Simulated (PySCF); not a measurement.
# C₃H₇AlSi: NMR shifts at several levels of theory, part 1 of 2

Aim: compute the NMR shifts of C₃H₇AlSi (`C#[C][AlH][CH2][SiH3]`) at several levels, and see how far they spread and what each costs.

Computed with PySCF 2.14.0, with density-fitted response routines of our own, on a single molecule in the gas phase. Atoms are numbered from 0 throughout.

### 1 The starting structure

12 atoms, charge 0, multiplicity 1; geometry from: PBE0-D3(BJ)/def2-SVP.

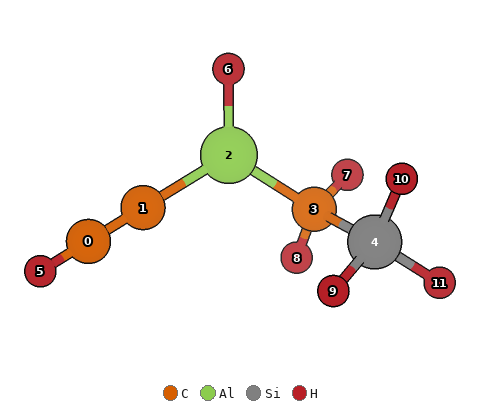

As it starts; carbon orange, aluminium green, silicon grey, hydrogen red, atoms numbered.

### 2 NMR shieldings: PBE0/pcSseg-2

What the job is given:

```
{"job": {"kind": "nmr", "xc": "PBE0", "basis": "pcSseg-2", "pop": false}, "charge": 0, "multiplicity": 1}
C      1.984823    -2.206848    -1.668552
C      1.552536    -1.610623    -0.693238
Al     0.869840    -0.670627     0.829521
C     -0.952115     0.013783     0.774164
Si    -1.134367     1.699470    -0.032383
H      2.363918    -2.732893    -2.527739
H      1.808388    -0.463638     2.088949
H     -1.349944     0.084664     1.801948
H     -1.587786    -0.692013     0.210136
H     -0.652378     1.655104    -1.448704
H     -0.310495     2.717702     0.695095
H     -2.552686     2.177681    -0.038272
```

With the program's defaults for keys left out, this is: GIAO PBE0/pcSseg-2 NMR shielding, non-relativistic, gas phase.

On the command line:

```
> OMP_NUM_THREADS=1 python probes_run.py task.json out
```

This one command runs all jobs of the session in turn.

What it wrote:

```text
coarse grid: 10848 points
cycle   1  E = -649.9917915213  dE =  7.557e-02  |g| = 5.323e-01  |ddm| = 2.712e+00
cycle   2  E = -649.9543912500  dE =  3.740e-02  |g| = 6.287e-01  |ddm| = 1.259e+00
cycle   3  E = -650.0552679950  dE = -1.009e-01  |g| = 1.597e-01  |ddm| = 6.184e-01
cycle   4  E = -650.0613219057  dE = -6.054e-03  |g| = 5.480e-02  |ddm| = 1.402e-01
cycle   5  E = -650.0620606771  dE = -7.388e-04  |g| = 1.406e-02  |ddm| = 5.109e-02
cycle   6  E = -650.0621109206  dE = -5.024e-05  |g| = 3.136e-03  |ddm| = 1.863e-02
cycle   7  E = -650.0621135984  dE = -2.678e-06  |g| = 3.669e-04  |ddm| = 3.528e-03
final grid: 95048 points
cycle   8  E = -650.0727944227  dE = -4.690e-05  |g| = 5.435e-03  |ddm| = 4.315e-02
cycle   9  E = -650.0727909156  dE =  3.507e-06  |g| = 6.507e-03  |ddm| = 1.343e-02
cycle  10  E = -650.0728021758  dE = -1.126e-05  |g| = 6.326e-04  |ddm| = 6.439e-03
cycle  11  E = -650.0728022343  dE = -5.853e-08  |g| = 4.207e-04  |ddm| = 9.824e-04
cycle  12  E = -650.0728022728  dE = -3.844e-08  |g| = 1.672e-04  |ddm| = 3.585e-04
cycle  13  E = -650.0728022799  dE = -7.158e-09  |g| = 2.962e-05  |ddm| = 1.444e-04
cycle  14  E = -650.0728022802  dE = -2.142e-10  |g| = 3.282e-06  |ddm| = 2.987e-05
converged SCF energy = -650.0728022802

GIAO shielding tensors (ppm)
atom      isotropic    diamagn.    paramagn.     s11        s22        s33       span
  0 C       73.653     265.545    -191.892    -13.323     -8.468    242.751    256.074
  1 C       83.245     252.500    -169.255    -18.138    -16.855    284.728    302.866
  2 Al     320.965     793.785    -472.820    222.587    364.862    375.445    152.858
  3 C      191.809     249.132     -57.323    181.204    185.980    208.243     27.038
  4 Si     418.177     877.840    -459.664    390.081    400.818    463.631     73.550
  5 H       28.992      32.244      -3.252     24.196     24.445     38.335     14.139
  6 H       26.411      28.236      -1.825     23.410     24.664     31.158      7.748
  7 H       31.394      29.880       1.514     26.994     28.760     38.428     11.434
  8 H       31.342      31.343      -0.001     27.516     28.682     37.828     10.312
  9 H       27.142      29.424      -2.282     23.796     26.098     31.532      7.736
 10 H       27.205      28.682      -1.477     24.196     25.441     31.978      7.782
 11 H       27.073      27.993      -0.919     24.025     24.784     32.411      8.386
```

It took 40 s on 1 thread of Arm Neoverse V1, shared host; peak memory 1.1 GiB.

Shifts follow as δ = σ(reference) − σ, with reference shieldings (ppm) from runs at the same level and on the same kind of geometry: 1H TMS 31.25, 13C TMS 184.1, 29Si TMS 341.3, 27Al AlH4- 485.2. The references are single molecules in the gas phase. Shifts against hydride references such as AlH4− lie on their own scale. Atoms listed in one row are averaged.

```
       atoms                                 environment  σ (ppm)  δ (ppm)
          C0                      terminal alkyne carbon     73.7    110.5
          C1                               alkyne carbon     83.2    100.9
          C3                 sp3 CH2 bonded to Al and Si    191.8     -7.7
          H6      hydrogen on an aluminium bonded to 2 C    26.41     4.83
H9, H10, H11           hydrogen on a silicon bonded to C    27.14     4.10
          H5        hydrogen on a terminal alkyne carbon    28.99     2.25
      H7, H8  hydrogen on an sp3 CH2 bonded to Al and Si    31.37    -0.12
         Al2                  aluminium bonded to 2 C, H    321.0    164.3
         Si4                    silicon bonded to C, 3 H    418.2    -76.9
```

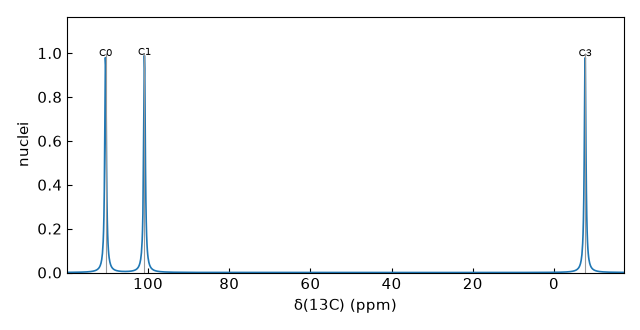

13C lines at the computed shifts, without couplings. Lines are broadened to a width of 0.47 ppm (Lorentzian).

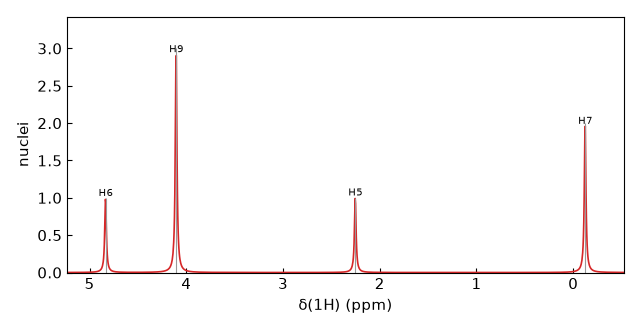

1H lines at the computed shifts, without couplings. Lines are broadened to a width of 0.02 ppm (Lorentzian).

### 3 Shielding tensors: mPW1PW91/pcSseg-2

Settings changed since step 2:

```diff
@@ -1,2 +1,2 @@
-{"job": {"kind": "nmr", "xc": "PBE0", "basis": "pcSseg-2", "pop": false}, "charge": 0, "multiplicity": 1}
+{"job": {"kind": "nmr", "xc": "mPW1PW91", "basis": "pcSseg-2", "pop": false}, "charge": 0, "multiplicity": 1}
 C      1.984823    -2.206848    -1.668552
```

With the program's defaults for keys left out, this is: GIAO mPW1PW91/pcSseg-2 NMR shielding, non-relativistic, gas phase.

What it wrote:

```text
coarse grid: 10848 points
cycle   1  E = -650.3675149306  dE =  7.447e-02  |g| = 5.349e-01  |ddm| = 2.696e+00
cycle   2  E = -650.3307198379  dE =  3.680e-02  |g| = 6.300e-01  |ddm| = 1.302e+00
cycle   3  E = -650.4321355899  dE = -1.014e-01  |g| = 1.595e-01  |ddm| = 6.294e-01
cycle   4  E = -650.4381995197  dE = -6.064e-03  |g| = 5.493e-02  |ddm| = 1.399e-01
cycle   5  E = -650.4389404342  dE = -7.409e-04  |g| = 1.423e-02  |ddm| = 5.168e-02
cycle   6  E = -650.4389925914  dE = -5.216e-05  |g| = 3.041e-03  |ddm| = 1.937e-02
cycle   7  E = -650.4389951157  dE = -2.524e-06  |g| = 3.771e-04  |ddm| = 3.312e-03
final grid: 95048 points
cycle   8  E = -650.4485520604  dE = -4.127e-05  |g| = 3.925e-03  |ddm| = 5.239e-02
cycle   9  E = -650.4485502207  dE =  1.840e-06  |g| = 4.729e-03  |ddm| = 9.596e-03
cycle  10  E = -650.4485561223  dE = -5.902e-06  |g| = 4.998e-04  |ddm| = 4.475e-03
cycle  11  E = -650.4485561443  dE = -2.204e-08  |g| = 4.178e-04  |ddm| = 8.025e-04
cycle  12  E = -650.4485561846  dE = -4.031e-08  |g| = 1.349e-04  |ddm| = 3.387e-04
cycle  13  E = -650.4485561894  dE = -4.771e-09  |g| = 2.178e-05  |ddm| = 1.256e-04
cycle  14  E = -650.4485561895  dE = -1.130e-10  |g| = 2.887e-06  |ddm| = 2.242e-05
converged SCF energy = -650.4485561895

GIAO shielding tensors (ppm)
atom      isotropic    diamagn.    paramagn.     s11        s22        s33       span
  0 C       73.316     265.857    -192.541    -14.081     -9.147    243.176    257.257
  1 C       83.002     252.045    -169.043    -18.569    -17.263    284.838    303.406
  2 Al     322.696     794.030    -471.334    225.608    367.260    375.218    149.610
  3 C      191.349     249.186     -57.837    181.011    185.479    207.559     26.548
  4 Si     415.907     877.995    -462.087    387.759    398.531    461.431     73.672
  5 H       29.052      32.225      -3.173     24.262     24.507     38.388     14.125
  6 H       26.504      28.315      -1.810     23.505     24.761     31.247      7.742
  7 H       31.460      29.890       1.570     27.083     28.824     38.472     11.389
  8 H       31.402      31.371       0.031     27.593     28.749     37.864     10.271
  9 H       27.215      29.550      -2.335     23.883     26.177     31.585      7.702
 10 H       27.280      28.788      -1.508     24.284     25.523     32.033      7.749
 11 H       27.148      28.066      -0.919     24.111     24.871     32.460      8.349
```

Wall time 40 s (1 thread of Arm Neoverse V1, shared host); peak memory 1.1 GiB.

In short: δ C0 110.2, C1 100.5, C3 -7.8, Al2 161.7, H6 4.79, H9 4.08 ppm (means over like atoms).

### 4 Shielding tensors: WP04/pcSseg-2

Settings changed since step 3:

```diff
@@ -1,2 +1,2 @@
-{"job": {"kind": "nmr", "xc": "mPW1PW91", "basis": "pcSseg-2", "pop": false}, "charge": 0, "multiplicity": 1}
+{"job": {"kind": "nmr", "xc": "WP04", "basis": "pcSseg-2", "pop": false}, "charge": 0, "multiplicity": 1}
 C      1.984823    -2.206848    -1.668552
```

Method: GIAO WP04/pcSseg-2 NMR shielding, non-relativistic, gas phase.

What it wrote:

```text
coarse grid: 10848 points
cycle   1  E = -659.5382173957  dE =  5.806e-02  |g| = 7.838e-01  |ddm| = 2.725e+00
cycle   2  E = -659.3973221134  dE =  1.409e-01  |g| = 1.006e+00  |ddm| = 1.700e+00
cycle   3  E = -659.6757847354  dE = -2.785e-01  |g| = 2.460e-01  |ddm| = 1.009e+00
cycle   4  E = -659.6872726019  dE = -1.149e-02  |g| = 1.382e-01  |ddm| = 2.325e-01
cycle   5  E = -659.6920538239  dE = -4.781e-03  |g| = 2.579e-02  |ddm| = 1.014e-01
cycle   6  E = -659.6922149642  dE = -1.611e-04  |g| = 8.597e-03  |ddm| = 3.439e-02
cycle   7  E = -659.6922339567  dE = -1.899e-05  |g| = 6.819e-04  |ddm| = 7.780e-03
cycle   8  E = -659.6922340706  dE = -1.139e-07  |g| = 2.484e-04  |ddm| = 1.131e-03
final grid: 95048 points
cycle   9  E = -659.7090627921  dE = -6.429e-05  |g| = 5.666e-03  |ddm| = 4.883e-02
cycle  10  E = -659.7090556407  dE =  7.151e-06  |g| = 7.550e-03  |ddm| = 1.235e-02
cycle  11  E = -659.7090707598  dE = -1.512e-05  |g| = 7.914e-04  |ddm| = 6.048e-03
cycle  12  E = -659.7090708832  dE = -1.234e-07  |g| = 3.353e-04  |ddm| = 1.032e-03
cycle  13  E = -659.7090709070  dE = -2.381e-08  |g| = 1.678e-04  |ddm| = 4.042e-04
cycle  14  E = -659.7090709114  dE = -4.374e-09  |g| = 9.585e-05  |ddm| = 1.619e-04
cycle  15  E = -659.7090709138  dE = -2.435e-09  |g| = 6.600e-06  |ddm| = 6.422e-05
cycle  16  E = -659.7090709138  dE = -1.012e-11  |g| = 9.054e-07  |ddm| = 9.000e-06
converged SCF energy = -659.7090709138

GIAO shielding tensors (ppm)
atom      isotropic    diamagn.    paramagn.     s11        s22        s33       span
  0 C       70.874     267.653    -196.779    -21.088    -15.293    249.002    270.090
  1 C       79.084     256.796    -177.712    -24.661    -22.496    284.411    309.071
  2 Al     346.573     795.475    -448.902    263.534    379.077    397.107    133.573
  3 C      181.083     249.391     -68.308    173.188    175.468    194.592     21.405
  4 Si     394.811     879.907    -485.096    366.800    378.353    439.280     72.480
  5 H       29.652      31.629      -1.977     24.916     25.113     38.927     14.011
  6 H       27.734      29.427      -1.692     24.760     26.043     32.400      7.640
  7 H       31.980      30.289       1.692     28.038     29.437     38.466     10.429
  8 H       31.912      32.104      -0.192     28.470     29.444     37.821      9.351
  9 H       28.096      30.769      -2.673     24.964     27.087     32.236      7.273
 10 H       28.164      29.682      -1.518     25.337     26.475     32.680      7.343
 11 H       27.996      28.660      -0.665     25.126     25.824     33.036      7.910
```

Wall time 42 s (1 thread of Arm Neoverse V1, shared host); peak memory 1.2 GiB.

This run: δ C0 101.2, C1 93.0, C3 -9.0, Al2 132.2, H6 3.88, H9 3.53 ppm (means over like atoms).

### 5 Shielding tensors: B97-2/pcSseg-2

Settings changed since step 4:

```diff
@@ -1,2 +1,2 @@
-{"job": {"kind": "nmr", "xc": "WP04", "basis": "pcSseg-2", "pop": false}, "charge": 0, "multiplicity": 1}
+{"job": {"kind": "nmr", "xc": "B97-2", "basis": "pcSseg-2", "pop": false}, "charge": 0, "multiplicity": 1}
 C      1.984823    -2.206848    -1.668552
```

Level: GIAO B97-2/pcSseg-2 NMR shielding, non-relativistic, gas phase.

What it wrote:

```text
coarse grid: 10848 points
cycle   1  E = -650.3569839910  dE =  6.560e-02  |g| = 5.420e-01  |ddm| = 2.737e+00
cycle   2  E = -650.3118257236  dE =  4.516e-02  |g| = 6.581e-01  |ddm| = 1.281e+00
cycle   3  E = -650.4245377050  dE = -1.127e-01  |g| = 1.675e-01  |ddm| = 6.509e-01
cycle   4  E = -650.4313071203  dE = -6.769e-03  |g| = 5.928e-02  |ddm| = 1.482e-01
cycle   5  E = -650.4321852608  dE = -8.781e-04  |g| = 1.483e-02  |ddm| = 5.301e-02
cycle   6  E = -650.4322435899  dE = -5.833e-05  |g| = 3.298e-03  |ddm| = 1.967e-02
cycle   7  E = -650.4322466607  dE = -3.071e-06  |g| = 4.178e-04  |ddm| = 3.632e-03
final grid: 95048 points
cycle   8  E = -650.4394391798  dE = -6.017e-05  |g| = 5.163e-03  |ddm| = 1.064e-01
cycle   9  E = -650.4394399426  dE = -7.628e-07  |g| = 2.701e-03  |ddm| = 4.144e-03
cycle  10  E = -650.4394406271  dE = -6.846e-07  |g| = 9.258e-04  |ddm| = 2.241e-03
cycle  11  E = -650.4394408360  dE = -2.088e-07  |g| = 2.743e-04  |ddm| = 7.898e-04
cycle  12  E = -650.4394408474  dE = -1.144e-08  |g| = 1.704e-04  |ddm| = 2.602e-04
cycle  13  E = -650.4394408550  dE = -7.582e-09  |g| = 2.164e-05  |ddm| = 1.190e-04
cycle  14  E = -650.4394408551  dE = -1.012e-10  |g| = 3.934e-06  |ddm| = 2.575e-05
converged SCF energy = -650.4394408551

GIAO shielding tensors (ppm)
atom      isotropic    diamagn.    paramagn.     s11        s22        s33       span
  0 C       76.711     265.788    -189.077     -9.609     -4.573    244.316    253.925
  1 C       86.167     252.926    -166.759    -13.465    -12.104    284.068    297.533
  2 Al     337.131     793.992    -456.861    245.036    381.350    385.009    139.973
  3 C      191.664     249.142     -57.477    182.059    185.747    207.186     25.127
  4 Si     421.854     878.060    -456.206    394.046    404.653    466.863     72.816
  5 H       29.112      32.460      -3.348     24.288     24.528     38.521     14.233
  6 H       26.683      28.454      -1.771     23.687     24.943     31.420      7.734
  7 H       31.564      29.891       1.673     27.237     28.936     38.519     11.282
  8 H       31.509      31.462       0.046     27.747     28.874     37.905     10.159
  9 H       27.334      29.739      -2.405     24.030     26.308     31.664      7.634
 10 H       27.397      28.912      -1.515     24.425     25.652     32.113      7.688
 11 H       27.255      28.142      -0.886     24.244     24.991     32.532      8.288
```

Run time: 40 s. Hardware: 1 thread of Arm Neoverse V1, shared host; peak memory 1.1 GiB.

This run: δ C0 106.7, C1 97.3, C3 -8.2, Al2 155.3, H6 4.68, H9 4.03 ppm (means over like atoms).

### 6 NMR shieldings: BHandHLYP/pcSseg-2

Settings changed since step 5:

```diff
@@ -1,2 +1,2 @@
-{"job": {"kind": "nmr", "xc": "B97-2", "basis": "pcSseg-2", "pop": false}, "charge": 0, "multiplicity": 1}
+{"job": {"kind": "nmr", "xc": "BHandHLYP", "basis": "pcSseg-2", "pop": false}, "charge": 0, "multiplicity": 1}
 C      1.984823    -2.206848    -1.668552
```

With the program's defaults for keys left out, this is: GIAO BHandHLYP/pcSseg-2 NMR shielding, non-relativistic, gas phase.

What it wrote:

```text
coarse grid: 10848 points
cycle   1  E = -650.3307679069  dE =  9.085e-02  |g| = 4.365e-01  |ddm| = 2.695e+00
cycle   2  E = -650.3476863817  dE = -1.692e-02  |g| = 3.623e-01  |ddm| = 1.158e+00
cycle   3  E = -650.3794834943  dE = -3.180e-02  |g| = 9.563e-02  |ddm| = 4.070e-01
cycle   4  E = -650.3813291606  dE = -1.846e-03  |g| = 4.895e-02  |ddm| = 1.027e-01
cycle   5  E = -650.3819312409  dE = -6.021e-04  |g| = 7.115e-03  |ddm| = 6.014e-02
cycle   6  E = -650.3819440837  dE = -1.284e-05  |g| = 1.855e-03  |ddm| = 8.391e-03
cycle   7  E = -650.3819451315  dE = -1.048e-06  |g| = 3.642e-04  |ddm| = 3.190e-03
final grid: 95048 points
cycle   8  E = -650.3913537890  dE = -1.531e-05  |g| = 1.944e-03  |ddm| = 1.963e-02
cycle   9  E = -650.3913540418  dE = -2.528e-07  |g| = 1.630e-03  |ddm| = 4.871e-03
cycle  10  E = -650.3913547158  dE = -6.741e-07  |g| = 1.985e-04  |ddm| = 1.959e-03
cycle  11  E = -650.3913547227  dE = -6.850e-09  |g| = 1.412e-04  |ddm| = 2.816e-04
cycle  12  E = -650.3913547277  dE = -4.955e-09  |g| = 4.398e-05  |ddm| = 1.513e-04
cycle  13  E = -650.3913547283  dE = -6.219e-10  |g| = 1.297e-05  |ddm| = 4.853e-05
converged SCF energy = -650.3913547283

GIAO shielding tensors (ppm)
atom      isotropic    diamagn.    paramagn.     s11        s22        s33       span
  0 C       72.993     264.387    -191.394    -15.582     -9.169    243.730    259.312
  1 C       84.077     250.531    -166.455    -19.537    -16.463    288.229    307.766
  2 Al     330.921     793.026    -462.105    236.150    377.074    379.539    143.388
  3 C      192.307     248.348     -56.041    183.280    186.065    207.576     24.295
  4 Si     419.064     876.250    -457.186    390.468    402.776    463.949     73.481
  5 H       29.117      32.651      -3.534     24.311     24.527     38.514     14.203
  6 H       26.842      28.512      -1.670     23.776     25.139     31.611      7.834
  7 H       31.774      30.240       1.534     27.471     29.025     38.825     11.354
  8 H       31.713      31.674       0.038     27.994     28.999     38.145     10.151
  9 H       27.501      29.436      -1.935     24.159     26.466     31.879      7.720
 10 H       27.568      28.756      -1.187     24.570     25.791     32.344      7.774
 11 H       27.439      28.105      -0.666     24.376     25.172     32.769      8.393
```

Run time: 39 s. Hardware: 1 thread of Arm Neoverse V1, shared host; peak memory 1.2 GiB.

Key values: δ C0 111.3, C1 100.2, C3 -8.0, Al2 157.2, H6 4.61, H9 3.95 ppm (means over like atoms).

### 7 Nuclear shieldings: CAM-B3LYP/pcSseg-2

Settings changed since step 6:

```diff
@@ -1,2 +1,2 @@
-{"job": {"kind": "nmr", "xc": "BHandHLYP", "basis": "pcSseg-2", "pop": false}, "charge": 0, "multiplicity": 1}
+{"job": {"kind": "nmr", "xc": "CAM-B3LYP", "basis": "pcSseg-2", "pop": false}, "charge": 0, "multiplicity": 1}
 C      1.984823    -2.206848    -1.668552
```

Method: GIAO CAM-B3LYP/pcSseg-2 NMR shielding, non-relativistic, gas phase.

What it wrote:

```text
coarse grid: 10848 points
cycle   1  E = -650.3391696910  dE =  7.693e-02  |g| = 4.714e-01  |ddm| = 2.620e+00
cycle   2  E = -650.3499767295  dE = -1.081e-02  |g| = 4.275e-01  |ddm| = 1.131e+00
cycle   3  E = -650.3931485894  dE = -4.317e-02  |g| = 9.811e-02  |ddm| = 4.513e-01
cycle   4  E = -650.3951356210  dE = -1.987e-03  |g| = 4.591e-02  |ddm| = 1.044e-01
cycle   5  E = -650.3956418203  dE = -5.062e-04  |g| = 8.928e-03  |ddm| = 5.312e-02
cycle   6  E = -650.3956617799  dE = -1.996e-05  |g| = 1.942e-03  |ddm| = 1.097e-02
cycle   7  E = -650.3956629069  dE = -1.127e-06  |g| = 3.697e-04  |ddm| = 3.411e-03
final grid: 95048 points
cycle   8  E = -650.4089464602  dE = -2.507e-05  |g| = 2.563e-03  |ddm| = 2.047e-02
cycle   9  E = -650.4089467324  dE = -2.722e-07  |g| = 2.255e-03  |ddm| = 5.773e-03
cycle  10  E = -650.4089479759  dE = -1.243e-06  |g| = 2.607e-04  |ddm| = 2.416e-03
cycle  11  E = -650.4089479878  dE = -1.194e-08  |g| = 1.507e-04  |ddm| = 3.651e-04
cycle  12  E = -650.4089479927  dE = -4.911e-09  |g| = 5.681e-05  |ddm| = 1.791e-04
cycle  13  E = -650.4089479935  dE = -7.885e-10  |g| = 1.436e-05  |ddm| = 5.354e-05
converged SCF energy = -650.4089479935

GIAO shielding tensors (ppm)
atom      isotropic    diamagn.    paramagn.     s11        s22        s33       span
  0 C       70.976     264.197    -193.221    -17.920    -12.292    243.141    261.060
  1 C       80.320     251.490    -171.170    -24.103    -21.928    286.993    311.096
  2 Al     306.260     793.137    -486.877    202.143    350.415    366.222    164.079
  3 C      189.668     247.877     -58.209    178.994    183.909    206.100     27.106
  4 Si     408.215     876.931    -468.716    378.927    390.941    454.777     75.850
  5 H       29.061      32.151      -3.091     24.294     24.529     38.359     14.065
  6 H       26.569      28.414      -1.845     23.583     24.887     31.236      7.653
  7 H       31.575      30.209       1.366     27.353     28.970     38.403     11.050
  8 H       31.529      31.474       0.055     27.892     28.916     37.779      9.887
  9 H       27.296      29.103      -1.807     23.982     26.275     31.631      7.649
 10 H       27.359      28.532      -1.172     24.384     25.607     32.087      7.703
 11 H       27.247      27.998      -0.751     24.223     24.997     32.520      8.296
```

Wall time 54 s (1 thread of Arm Neoverse V1, shared host); peak memory 1.4 GiB.

Key values: δ C0 111.6, C1 102.2, C3 -7.1, Al2 172.1, H6 4.77, H9 4.04 ppm (means over like atoms).

(Continued in part 2 of 2.)
